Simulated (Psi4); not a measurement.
# B2PLYP/6-311+G(d,p) (density fitting, density fitting for correlation, sweep point 7) run of C2H9NSi (SMILES CN(C)[SiH3])

What is the vertical singlet–triplet gap of C2H9NSi at B2PLYP/6-311+G** (density fitting, density fitting for correlation, sweep point 7)? 

The calculation is run with Psi4 1.11.

### 1 The system as given

C2H9NSi: 13 atoms, total charge 0, spin state singlet. As SMILES, `CN(C)[SiH3]`. The coordinates come from a PBE0-D4/def2-TZVP relaxation.

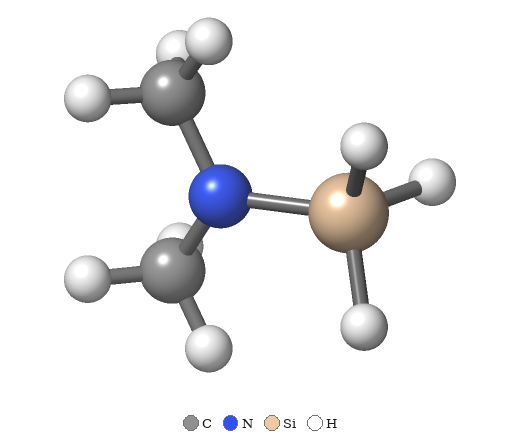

Viewed from a chosen angle; carbon grey, nitrogen blue, silicon light orange, hydrogen white.

### 2 The energy at B2PLYP/6-311+G(d,p) (density fitting, density fitting for correlation, sweep point 7)

The input, input.in:

```
memory 1600 MB

molecule system {
  0 1
  C     -0.853400     1.051500    -0.567400
  N     -0.064300     0.101400     0.176900
  C      1.257300     0.576800     0.503700
  Si    -0.404400    -1.580400     0.101900
  H     -0.416100     1.292500    -1.548500
  H     -0.947500     1.991500    -0.009400
  H     -1.860700     0.663700    -0.735400
  H      1.197400     1.509100     1.079000
  H      1.870100     0.778300    -0.388400
  H      1.787100    -0.156700     1.115700
  H      0.068700    -2.275300    -1.137100
  H     -1.879700    -1.752300     0.167000
  H      0.265600    -2.234700     1.256700
  units angstrom
  symmetry c1
}

set {
  basis                6-311+G**
  puream               true
  scf_type             df
  dft_radial_points    99
  dft_spherical_points 590
  num_frozen_docc      8
}

e, wfn = energy('b2plyp', return_wfn=True)
```

Started as:

```bash
$ psi4 -i input.in -o input.out -n 1
```

input.out:

```text
[...]
  Running in c1 symmetry.
[...]
  Nuclear repulsion =  180.635291661471058
[...]
  Multiplicity = 1
[...]
  Nalpha       = 21
  Nbeta        = 21
[...]
    Number of basis functions: 150
[...]
   @DF-RKS iter   1:  -425.15134587314395   -2.59019e-01   5.10712e-03 ADIIS/DIIS
[...]
   @DF-RKS iter   7:  -425.43513666043316   -6.45497e-07   9.20374e-07 DIIS
[...]
    Orbital Energies [Eh]
    ---------------------
    Doubly Occupied:
       1A    -67.220165     2A    -14.815677     3A    -10.637095
       4A    -10.637083     5A     -5.624887     6A     -3.879920
       7A     -3.879636     8A     -3.878930     9A     -1.030558
      10A     -0.816752    11A     -0.730288    12A     -0.612547
      13A     -0.528964    14A     -0.524409    15A     -0.518859
      16A     -0.457457    17A     -0.436882    18A     -0.414816
      19A     -0.396972    20A     -0.395817    21A     -0.277854
[...]
  @DF-RKS Final Energy:  -425.43513666043316
   => Energetics <=
    Nuclear Repulsion Energy =            180.6352916614710580
    One-Electron Energy =                -942.2758987401398372
    Two-Electron Energy =                 356.3431574561833486
    DFT Exchange-Correlation Energy =     -20.1376870379476571
    Empirical Dispersion Energy =           0.0000000000000000
    VV10 Nonlocal Energy =                  0.0000000000000000
    Total Energy =                       -425.4351366604331588
[...]
 Multipole Moments:
 ------------------------------------------------------------------------------------
     Multipole            Electronic (a.u.)      Nuclear  (a.u.)        Total (a.u.)
 ------------------------------------------------------------------------------------
 L = 1.  Multiply by 2.5417464519 to convert [e a0] to [Debye]
 Dipole X            :         -0.7726076            0.8914319            0.1188243
 Dipole Y            :         -2.1072533            2.4339578            0.3267045
 Dipole Z            :          0.5880390           -0.6775964           -0.0895574
 Magnitude           :                                                    0.3589924
[...]
```

Wall time 20 s (1 thread of Intel Xeon 6975P-C (Granite Rapids), shared host); peak memory 1.2 GiB.

### 3 The triplet, same level

The input, input.dat:

```
memory 1600 mb

molecule molecule1 {
  0 3
  C     -0.853400     1.051500    -0.567400
  N     -0.064300     0.101400     0.176900
  C      1.257300     0.576800     0.503700
  Si    -0.404400    -1.580400     0.101900
  H     -0.416100     1.292500    -1.548500
  H     -0.947500     1.991500    -0.009400
  H     -1.860700     0.663700    -0.735400
  H      1.197400     1.509100     1.079000
  H      1.870100     0.778300    -0.388400
  H      1.787100    -0.156700     1.115700
  H      0.068700    -2.275300    -1.137100
  H     -1.879700    -1.752300     0.167000
  H      0.265600    -2.234700     1.256700
  symmetry c1
}

set reference uks
set puream true
set scf_type df
set dft_radial_points 99
set dft_spherical_points 590
set num_frozen_docc 8
set maxiter 100

e_tot, wfn = energy('b2plyp/6-311+G**', return_wfn=True)
```

Started as:

```bash
$ psi4 -i input.dat -o output.dat -n 1
```

output.dat:

```text
[...]
  Running in c1 symmetry.
[...]
  Nuclear repulsion =  180.635291661471058
[...]
  Multiplicity = 3
[...]
  Nalpha       = 22
  Nbeta        = 20
[...]
    Number of basis functions: 150
[...]
   @DF-UKS iter   1:  -424.94554493441535   -5.32180e-02   4.75184e-03 DIIS/ADIIS
[...]
   @DF-UKS iter  12:  -425.24307122795136   -7.00619e-07   5.80013e-07 DIIS
[...]
   @S^2 Observed:                2.008853483E+00
[...]
    Orbital Energies [Eh]
    ---------------------
    Alpha Occupied:
       1A    -67.251967     2A    -14.991011     3A    -10.690454
       4A    -10.690444     5A     -5.658603     6A     -3.914883
       7A     -3.912259     8A     -3.911986     9A     -1.168283
      10A     -0.890301    11A     -0.814336    12A     -0.682178
      13A     -0.635078    14A     -0.615523    15A     -0.567619
      16A     -0.517635    17A     -0.494897    18A     -0.493432
      19A     -0.450564    20A     -0.418263    21A     -0.401240
      22A     -0.073420
    Alpha Virtual:
      23A      0.018501    24A      0.027085    25A      0.027722
[...]
  @DF-UKS Final Energy:  -425.24307122795136
   => Energetics <=
    Nuclear Repulsion Energy =            180.6352916614710580
    One-Electron Energy =                -939.6738177764535749
    Two-Electron Energy =                 353.8537251336395570
    DFT Exchange-Correlation Energy =     -20.0582702466084761
    Empirical Dispersion Energy =           0.0000000000000000
    VV10 Nonlocal Energy =                  0.0000000000000000
    Total Energy =                       -425.2430712279513614
[...]
 Multipole Moments:
 ------------------------------------------------------------------------------------
     Multipole            Electronic (a.u.)      Nuclear  (a.u.)        Total (a.u.)
 ------------------------------------------------------------------------------------
 L = 1.  Multiply by 2.5417464519 to convert [e a0] to [Debye]
 Dipole X            :         -0.7405036            0.8914319            0.1509283
 Dipole Y            :         -1.6904192            2.4339578            0.7435386
 Dipole Z            :          0.7098959           -0.6775964            0.0322995
 Magnitude           :                                                    0.7593894
[...]
```

Run time: 45 s. Hardware: 1 thread of Intel Xeon 6975P-C (Granite Rapids), shared host; peak memory 1.2 GiB.

### 4 What came out

Level: B2PLYP/6-311+G** (density fitting, density fitting for correlation, sweep point 7), 8 core orbitals frozen.

```
                                                         quantity          value
                                            singlet: total energy  -425.63302 Eh
                       singlet: HOMO energy (SCF part's orbitals)       -7.56 eV
                       singlet: LUMO energy (SCF part's orbitals)        0.74 eV
                     singlet: HOMO–LUMO gap (SCF part's orbitals)        8.30 eV
                                            triplet: total energy  -425.43717 Eh
triplet: HOMO energy (SCF part's orbitals) (highest over α and β)       -2.00 eV
                                                    triplet: ⟨S²⟩          2.009
                 vertical energy of the triplet above the singlet       5.329 eV
```

**Reading.** At this shape the triplet lies 5.33 eV (514 kJ/mol) above the singlet.
